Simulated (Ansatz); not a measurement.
## Run report: WH2OF5, nudged elastic band

The run: nudged elastic band of WH2OF5, multiplicity 2. Method and program: UKS PBE/def2-SVP (Ansatz 0.2.0).

It belongs to a series of runs on one base structure; here: band between the two ends. Figures and captions count atoms from 1; the log counts them from 0 in places.

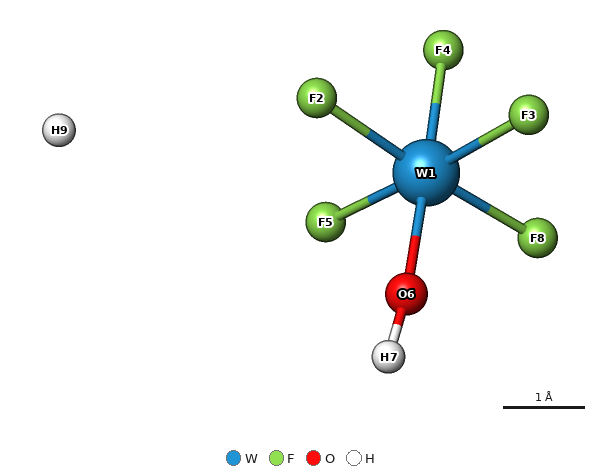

Figure 1. The input geometry (ball-and-stick view, seen at a tilt; atoms are numbered from 1 in the order of the input). Sticks mark near contacts. Bond lengths as drawn: F–W 1.87 Å, H–O 0.97 Å and O–W 1.85 Å.

## The input
```yaml
crystal:
  periodic: [false, false, false]
  atoms:
    - { symbol: W, position_ang: [0.177265, 0.019696, -0.050841] }
    - { symbol: F, position_ang: [0.655646, 0.338865, 1.731578] }
    - { symbol: F, position_ang: [1.979169, 0.115718, -0.547745] }
    - { symbol: F, position_ang: [0.077139, 1.872144, -0.268525] }
    - { symbol: F, position_ang: [-1.635546, 0.061175, 0.418228] }
    - { symbol: O, position_ang: [0.257756, -1.810013, 0.194461] }
    - { symbol: H, position_ang: [0.249718, -2.756479, 0.405426] }
    - { symbol: F, position_ang: [-0.296042, -0.159153, -1.852847] }
    - { symbol: H, position_ang: [-1.083506, -0.049055, 4.412564] }
magnetization:
  spin_polarized: true
  initial_magnetization: 1
basis:
  gaussian: { orbitals: def2-SVP }
hamiltonian:
  xc: pbe
neb:
  order_check: false
  images: 7
  f_tol: 0.05
  max_iterations: 60
  final_atoms:
    - { symbol: W, position_ang: [0.10068435, -0.03350622, -0.05014313] }
    - { symbol: F, position_ang: [0.4899327, 0.09465504, 2.27478684] }
    - { symbol: F, position_ang: [1.93788366, 0.15632361, 0.06446389] }
    - { symbol: F, position_ang: [-0.13866859, 1.87745214, -0.0288841] }
    - { symbol: F, position_ang: [-1.53015419, -0.09353348, 0.93643633] }
    - { symbol: O, position_ang: [0.15831213, -1.95662103, -0.08758307] }
    - { symbol: H, position_ang: [0.18465626, -2.53725586, 0.69947822] }
    - { symbol: F, position_ang: [-0.38691875, -0.08021513, -1.84869989] }
    - { symbol: H, position_ang: [-0.43412855, 0.20559893, 2.48244392] }
  initial_path:
    images:
      - { positions_ang: [[0.177265, 0.019696, -0.050841], [0.655646, 0.338865, 1.731578], [1.979169, 0.115718, -0.547745], [0.077139, 1.872144, -0.268525], [-1.635546, 0.061175, 0.418228], [0.257756, -1.810013, 0.194461], [0.249718, -2.756479, 0.405426], [-0.296042, -0.159153, -1.852847], [-1.083506, -0.049055, 4.412564]] }
      - { positions_ang: [[0.13214766, 0.01386703, -0.03853756], [0.49456222, 0.25712375, 1.82324981], [1.94606447, 0.08549689, -0.4144096], [0.05741618, 1.86569024, -0.20522122], [-1.68994939, 0.04536292, 0.31645822], [0.19213524, -1.8434013, 0.149026], [0.28294562, -2.63599156, 0.52527805], [-0.22602939, -0.12368778, -1.85251839], [-0.80769361, -0.03156218, 4.13897369]] }
      - { positions_ang: [[0.08703033, 0.00803806, -0.02623413], [0.33347844, 0.17538249, 1.91492161], [1.91295995, 0.05527578, -0.2810742], [0.03769336, 1.85923648, -0.14191744], [-1.74435279, 0.02955084, 0.21468844], [0.12651448, -1.87678961, 0.103591], [0.31617324, -2.51550412, 0.6451301], [-0.15601678, -0.08822257, -1.85218977], [-0.53188123, -0.01406936, 3.86538338]] }
      - { positions_ang: [[0.04191299, 0.00220909, -0.01393069], [0.17239467, 0.09364124, 2.00659342], [1.87985542, 0.02505467, -0.1477388], [0.01797054, 1.85278272, -0.07861366], [-1.79875618, 0.01373877, 0.11291866], [0.06089372, -1.91017791, 0.058156], [0.34940086, -2.39501669, 0.76498215], [-0.08600417, -0.05275735, -1.85186116], [-0.25606884, 0.00342346, 3.59179307]] }
      - { positions_ang: [[-0.00320434, -0.00361988, -0.00162726], [0.01131089, 0.01189998, 2.09826523], [1.8467509, -0.00516644, -0.0144034], [-0.00175228, 1.84632896, -0.01530987], [-1.85315958, -0.00207331, 0.01114888], [-0.00472705, -1.94356622, 0.012721], [0.38262848, -2.27452925, 0.8848342], [-0.01599157, -0.01729213, -1.85153254], [0.01974354, 0.02091628, 3.31820276]] }
      - { positions_ang: [[0.02276783, -0.01109146, -0.01375623], [0.13096634, 0.03258875, 2.14239563], [1.86953409, 0.03520607, 0.00531342], [-0.03598136, 1.85410975, -0.01870343], [-1.77240823, -0.02493835, 0.24247075], [0.03603275, -1.94682992, -0.01235502], [0.33313543, -2.3402109, 0.8384952], [-0.10872336, -0.03302288, -1.85082438], [-0.09372448, 0.06708695, 3.10926305]] }
      - { positions_ang: [[0.04874, -0.01856305, -0.0258852], [0.25062179, 0.05327751, 2.18652603], [1.89231728, 0.07557859, 0.02503024], [-0.07021043, 1.86189055, -0.02209699], [-1.69165689, -0.0478034, 0.47379261], [0.07679254, -1.95009362, -0.03743104], [0.28364237, -2.40589256, 0.79215621], [-0.20145516, -0.04875363, -1.85011622], [-0.2071925, 0.11325761, 2.90032334]] }
      - { positions_ang: [[0.07471218, -0.02603464, -0.03801416], [0.37027724, 0.07396627, 2.23065643], [1.91510047, 0.1159511, 0.04474707], [-0.10443951, 1.86967134, -0.02549055], [-1.61090554, -0.07066844, 0.70511447], [0.11755233, -1.95335733, -0.06250706], [0.23414931, -2.47157421, 0.74581722], [-0.29418696, -0.06448438, -1.84940806], [-0.32066053, 0.15942827, 2.69138363]] }
      - { positions_ang: [[0.10068435, -0.03350622, -0.05014313], [0.4899327, 0.09465504, 2.27478684], [1.93788366, 0.15632361, 0.06446389], [-0.13866859, 1.87745214, -0.0288841], [-1.53015419, -0.09353348, 0.93643633], [0.15831213, -1.95662103, -0.08758307], [0.18465626, -2.53725586, 0.69947822], [-0.38691875, -0.08021513, -1.84869989], [-0.43412855, 0.20559893, 2.48244392]] }
```

Run on 4 threads of Arm Neoverse V2, 24 GiB of memory available, shared host.

Run as:
```bash
ansatz run input.yaml --threads 4 --pin off --max-ram 5120MiB --backend cpu --events-out ev --progress --plain --runs-dir out
```

## What the program printed
```
Engine: ansatz 0.2.0, aarch64-unknown-linux-gnu
Functional definition: PBE
  parameter kappa = 0.804
  parameter beta = 0.06672455060314922
  exchange = pbe_x(kappa = kappa, mu = beta*pi^2/3)
  correlation = pbe_c(beta = beta)
1306 factors; their error is unknown
mean field evaluation 1: about -17452.8743 eV, gradient 6.9e1 eV
mean field evaluation 2: about -17228.2100 eV, gradient 2.2e2 eV
mean field evaluation 4: about -17467.3080 eV, gradient 2.4e1 eV
mean field evaluation 8: about -17469.3162 eV, gradient 3.1e-1 eV
mean field evaluation 16: about -17469.2460 eV, gradient 2.9e-3 eV
mean field -17469.24601313 eV, -641.9829499021 hartree, gradient 2.2e-5 eV, S^2 0.750001; 0 other end points of the search recorded, 0 dependent functions left out
the calculation of the forces begins
reference -17469.24608925 eV, -641.9829526998 hartree; 35, 34 occupied and 91, 92 virtual orbitals, 1306 factors
1306 factors; their error is unknown
mean field evaluation 32: about -17470.0122 eV, gradient 1.7e-1 eV
mean field evaluation 64: about -17469.8489 eV, gradient 4.4e0 eV
mean field -17469.93291445 eV, -642.0081930603 hartree, gradient 3.2e-5 eV, S^2 0.752570; 4 other end points of the search recorded, 0 dependent functions left out
[... from here on the field's lines of each further geometry are left out, up to the last ...]
NEB iter   1: max|band force component| = 7.159e0 eV/Å  barrier→ = 1.0737 eV  barrier← = 1.7606 eV  Δτ_max = 0.1988 Å  (940 SCF iters)
NEB iter   2: max|band force component| = 1.173e0 eV/Å  barrier→ = 0.7548 eV  barrier← = 1.4417 eV  Δτ_max = 0.1999 Å  (378 SCF iters)
NEB iter   3: max|band force component| = 8.325e-1 eV/Å  barrier→ = 0.4840 eV  barrier← = 1.1709 eV  Δτ_max = 0.1966 Å  (338 SCF iters)
NEB iter   4: max|band force component| = 1.470e0 eV/Å  barrier→ = 0.7799 eV  barrier← = 1.4668 eV  Δτ_max = 0.1030 Å  (328 SCF iters)
NEB iter   5: max|band force component| = 1.029e0 eV/Å  barrier→ = 0.5433 eV  barrier← = 1.2302 eV  Δτ_max = 0.1014 Å  (300 SCF iters)
NEB iter   6: max|band force component| = 1.240e0 eV/Å  barrier→ = 0.4777 eV  barrier← = 1.1646 eV  Δτ_max = 0.0502 Å  (305 SCF iters)
NEB iter   7: max|band force component| = 3.216e-1 eV/Å  barrier→ = 0.4192 eV  barrier← = 1.1061 eV  CI = image 4  Δτ_max = 0.1010 Å  (288 SCF iters)
NEB iter   8: max|band force component| = 2.420e-1 eV/Å  barrier→ = 0.3986 eV  barrier← = 1.0855 eV  CI = image 4  Δτ_max = 0.0999 Å  (288 SCF iters)
NEB iter   9: max|band force component| = 2.023e-1 eV/Å  barrier→ = 0.3854 eV  barrier← = 1.0723 eV  CI = image 4  Δτ_max = 0.1005 Å  (258 SCF iters)
NEB iter  10: max|band force component| = 5.948e-1 eV/Å  barrier→ = 0.3778 eV  barrier← = 1.0647 eV  CI = image 4  Δτ_max = 0.0499 Å  (282 SCF iters)
NEB iter  11: max|band force component| = 7.532e-1 eV/Å  barrier→ = 0.3752 eV  barrier← = 1.0621 eV  CI = image 4  Δτ_max = 0.0253 Å  (274 SCF iters)
NEB iter  12: max|band force component| = 1.563e-1 eV/Å  barrier→ = 0.3742 eV  barrier← = 1.0612 eV  CI = image 4  Δτ_max = 0.0502 Å  (262 SCF iters)
NEB iter  13: max|band force component| = 1.885e-1 eV/Å  barrier→ = 0.3727 eV  barrier← = 1.0596 eV  CI = image 4  Δτ_max = 0.0251 Å  (281 SCF iters)
NEB iter  14: max|band force component| = 1.082e-1 eV/Å  barrier→ = 0.3721 eV  barrier← = 1.0590 eV  CI = image 4  Δτ_max = 0.0499 Å  (271 SCF iters)
NEB iter  15: max|band force component| = 7.427e-2 eV/Å  barrier→ = 0.3715 eV  barrier← = 1.0584 eV  CI = image 4  Δτ_max = 0.0498 Å  (269 SCF iters)
NEB iter  16: max|band force component| = 8.149e-2 eV/Å  barrier→ = 0.3707 eV  barrier← = 1.0576 eV  CI = image 4  Δτ_max = 0.0250 Å  (262 SCF iters)
NEB iter  17: max|band force component| = 5.855e-2 eV/Å  barrier→ = 0.3700 eV  barrier← = 1.0569 eV  CI = image 4  Δτ_max = 0.0250 Å  (265 SCF iters)
NEB iter  18: max|band force component| = 9.400e-2 eV/Å  barrier→ = 0.3695 eV  barrier← = 1.0564 eV  CI = image 4  Δτ_max = 0.0125 Å  (262 SCF iters)
NEB iter  19: max|band force component| = 2.424e-1 eV/Å  barrier→ = 0.3692 eV  barrier← = 1.0561 eV  CI = image 4  Δτ_max = 0.0062 Å  (251 SCF iters)
NEB iter  20: max|band force component| = 7.106e-2 eV/Å  barrier→ = 0.3691 eV  barrier← = 1.0560 eV  CI = image 4  Δτ_max = 0.0125 Å  (266 SCF iters)
the calculation of the forces begins
reference -17469.90232424 eV, -642.0070688908 hartree; 35, 34 occupied and 91, 92 virtual orbitals, 1306 factors
1306 factors; their error is unknown
mean field evaluation 1792: about -17468.8771 eV, gradient 6.7e-2 eV
mean field -17468.87712411 eV, -641.9693934810 hartree, gradient 1.7e-5 eV, S^2 0.756399; 4 other end points of the search recorded, 0 dependent functions left out
the calculation of the forces begins
reference -17468.87719580 eV, -641.9693961154 hartree; 35, 34 occupied and 91, 92 virtual orbitals, 1306 factors
NEB iter  21: max|band force component| = 3.858e-2 eV/Å  barrier→ = 0.3689 eV  barrier← = 1.0558 eV  CI = image 4  Δτ_max = 0.0000 Å  (806 SCF iters)
```

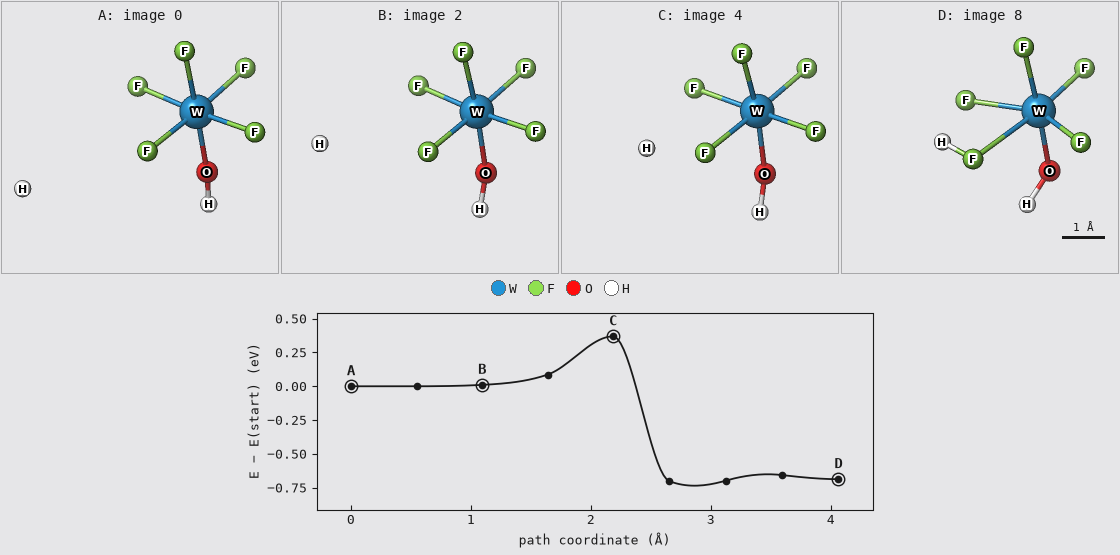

Figure 2. Images of the last band (counted from 0; ball-and-stick, seen at a tilt) above the energy along the path; the line is a cubic interpolation that uses the forces. The highest image is number 4, 0.369 eV above the start and 1.056 eV above the end (the climbing image); the end lies 0.687 eV below the start. A further maximum stands at image 7, −0.656 eV from the start, so the path isn't one elementary step. The path is 4.06 Å long. The band converged in 21 iterations.

```
Total energy: -17468.87719580 eV, -641.9693961154 hartree
Atom 0 at     0.100061    -0.022336     0.058153 Å, force    -0.001666    -0.005291    -0.002064 eV/Å
Atom 1 at     0.417132     0.092627     1.988873 Å, force     0.000384     0.002333     0.000996 eV/Å
Atom 2 at     1.952129     0.117436    -0.264828 Å, force     0.000039     0.000563     0.000376 eV/Å
Atom 3 at     0.050689     1.842487     0.147427 Å, force    -0.000677     0.000142    -0.000814 eV/Å
Atom 4 at    -1.729682     0.008615     0.508236 Å, force    -0.000697    -0.000224     0.001531 eV/Å
Atom 5 at     0.179702    -1.865107     0.232235 Å, force     0.009486     0.005125     0.007550 eV/Å
Atom 6 at     0.320202    -2.713438     0.683406 Å, force    -0.007783    -0.002187    -0.007119 eV/Å
Atom 7 at    -0.182773    -0.032939    -1.787183 Å, force     0.000499    -0.000321    -0.000501 eV/Å
Atom 8 at    -0.725861     0.205551     2.875979 Å, force     0.000416    -0.000140     0.000045 eV/Å
Dipole moment:    -0.029043    -0.728912     0.328304 e Å
this run last wrote the band of iteration 21 to [file]
```

## The last band as extended XYZ (Å, eV, eV/Å)
```
9
Properties=species:S:1:pos:R:3:forces:R:3 image=0 energy=-17469.24601
W     0.1773    0.0197   -0.0508   -0.0004  -0.0007   0.0014
F     0.6556    0.3389    1.7316   -0.0005   0.0004  -0.0039
F     1.9792    0.1157   -0.5477   -0.0011   0.0008  -0.0003
F     0.0771    1.8721   -0.2685    0.0009  -0.0026   0.0007
F    -1.6355    0.0612    0.4182    0.0022  -0.0004   0.0009
O     0.2578   -1.8100    0.1945   -0.0028   0.0016   0.0029
H     0.2497   -2.7565    0.4054    0.0013   0.0009  -0.0025
F    -0.2960   -0.1592   -1.8528    0.0010   0.0000   0.0016
H    -1.0835   -0.0491    4.4126   -0.0006   0.0000  -0.0008
9
Properties=species:S:1:pos:R:3:forces:R:3 image=1 energy=-17469.24606
W     0.1941   -0.0028   -0.0294    0.0005   0.0019  -0.0001
F     0.8146    0.2079    1.7268   -0.0007  -0.0020   0.0008
F     1.9488    0.1136   -0.6697    0.0001   0.0000  -0.0010
F     0.1027    1.8616   -0.1052   -0.0006   0.0002  -0.0047
F    -1.5804    0.0209    0.5690    0.0014   0.0005   0.0027
O     0.2855   -1.8431    0.1364    0.0011   0.0014   0.0069
H     0.3385   -2.7557    0.4618    0.0002  -0.0038  -0.0057
F    -0.4160   -0.0862   -1.7951   -0.0002   0.0014   0.0004
H    -1.3062    0.1167    4.1478   -0.0018   0.0004   0.0006
9
Properties=species:S:1:pos:R:3:forces:R:3 image=2 energy=-17469.23563
W     0.1723   -0.0183    0.0215    0.0029   0.0003  -0.0037
F     0.7720    0.1142    1.7937    0.0056   0.0001  -0.0040
F     1.9362    0.1161   -0.5892    0.0009  -0.0024  -0.0125
F     0.0948    1.8488    0.0365    0.0035  -0.0002  -0.0090
F    -1.6142   -0.0055    0.5831    0.0056   0.0005   0.0029
O     0.2562   -1.8653    0.1401    0.0110   0.0013   0.0013
H     0.3454   -2.7478    0.5351   -0.0031  -0.0036  -0.0088
F    -0.4017   -0.0413   -1.7569   -0.0012   0.0006  -0.0019
H    -1.1793    0.2320    3.6784   -0.0251   0.0034   0.0357
9
Properties=species:S:1:pos:R:3:forces:R:3 image=3 energy=-17469.15986
W     0.1391   -0.0207    0.0559    0.0306   0.0013  -0.0024
F     0.6505    0.0833    1.8609    0.1068  -0.0042  -0.0651
F     1.9412    0.1249   -0.4285    0.0099  -0.0067  -0.0568
F     0.0571    1.8459    0.1086    0.0090   0.0008  -0.0263
F    -1.6745   -0.0091    0.5268    0.0297  -0.0010  -0.0255
O     0.2123   -1.8699    0.1792    0.0279  -0.0040  -0.0245
H     0.3143   -2.7183    0.6419   -0.0117  -0.0030  -0.0114
F    -0.3018   -0.0315   -1.7592   -0.0263  -0.0030   0.0106
H    -0.9567    0.2284    3.2566   -0.1759   0.0198   0.2014
9
Properties=species:S:1:pos:R:3:forces:R:3 image=4 energy=-17468.87712
W     0.1001   -0.0223    0.0582   -0.0017  -0.0053  -0.0021
F     0.4171    0.0926    1.9889    0.0004   0.0023   0.0010
F     1.9521    0.1174   -0.2648    0.0000   0.0006   0.0004
F     0.0507    1.8425    0.1474   -0.0007   0.0001  -0.0008
F    -1.7297    0.0086    0.5082   -0.0007  -0.0002   0.0015
O     0.1797   -1.8651    0.2322    0.0095   0.0051   0.0076
H     0.3202   -2.7134    0.6834   -0.0078  -0.0022  -0.0071
F    -0.1828   -0.0329   -1.7872    0.0005  -0.0003  -0.0005
H    -0.7259    0.2056    2.8760    0.0004  -0.0001   0.0000
9
Properties=species:S:1:pos:R:3:forces:R:3 image=5 energy=-17469.94723
W     0.0864   -0.0311   -0.0224   -0.0192  -0.0065  -0.0922
F     0.2602    0.0896    2.2536   -0.1656  -0.0052   0.2897
F     1.9694    0.1255   -0.3385    0.0161   0.0028  -0.0870
F     0.0669    1.8194    0.2453    0.0244  -0.0257   0.1066
F    -1.7538    0.0209    0.5910   -0.0243   0.0180   0.1008
O     0.1848   -1.8569    0.2724   -0.0009   0.0073   0.0459
H     0.3545   -2.7048    0.7092    0.0310   0.0093   0.0259
F    -0.1657   -0.0332   -1.8749    0.0117  -0.0002  -0.0936
H    -0.6210    0.2035    2.6065    0.1268   0.0003  -0.2962
9
Properties=species:S:1:pos:R:3:forces:R:3 image=6 energy=-17469.94413
W     0.0512   -0.0322   -0.0302    0.0281   0.0194   0.0285
F     0.3094    0.0468    2.2607   -0.0767  -0.0067  -0.0083
F     1.9320    0.1533   -0.2248    0.0435   0.0925  -0.2467
F     0.0667    1.8318    0.2218    0.0848  -0.0554   0.1658
F    -1.6836    0.0779    0.8663   -0.0614   0.0381   0.0004
O     0.0369   -1.8926    0.1781    0.0324   0.0657   0.1605
H     0.4844   -2.5999    0.6719   -0.0022  -0.0958  -0.0080
F    -0.1763   -0.1193   -1.8834    0.0166  -0.0396   0.0124
H    -0.6391    0.1670    2.3820   -0.0651  -0.0182  -0.1047
9
Properties=species:S:1:pos:R:3:forces:R:3 image=7 energy=-17469.90225
W     0.0184   -0.0391   -0.0541    0.0213   0.0388   0.0007
F     0.4063    0.0478    2.2631   -0.0017  -0.0027   0.0139
F     1.8782    0.0476    0.0128    0.0141  -0.0112   0.0636
F    -0.0395    1.8862    0.0311   -0.0248  -0.0031  -0.0633
F    -1.6175    0.0273    0.9066    0.0158  -0.0440   0.0058
O    -0.0061   -1.9634    0.0085    0.0334   0.0001  -0.0274
H     0.4909   -2.4910    0.6672   -0.0606   0.0057  -0.0004
F    -0.2443   -0.0737   -1.8954   -0.0323   0.0132   0.0081
H    -0.5048    0.1911    2.5025    0.0348   0.0031  -0.0012
9
Properties=species:S:1:pos:R:3:forces:R:3 image=8 energy=-17469.93291
W     0.1007   -0.0335   -0.0501    0.0272   0.0006  -0.0165
F     0.4899    0.0947    2.2748   -0.0184   0.0020   0.0031
F     1.9379    0.1563    0.0645   -0.0134  -0.0012   0.0051
F    -0.1387    1.8775   -0.0289   -0.0040  -0.0035  -0.0052
F    -1.5302   -0.0935    0.9364   -0.0028  -0.0002   0.0109
O     0.1583   -1.9566   -0.0876   -0.0041   0.0092   0.0148
H     0.1847   -2.5373    0.6995   -0.0005  -0.0054  -0.0070
F    -0.3869   -0.0802   -1.8487   -0.0010   0.0042   0.0031
H    -0.4341    0.2056    2.4824    0.0169  -0.0059  -0.0084
```

## Key numbers

- outcome: converged
- barrier, forward: 0.369 eV
- barrier, backward: 1.056 eV
- wall time: 8.2 min (CPU time 31 min)
- peak memory: 0.33 GiB

The order of the saddle point was not checked.
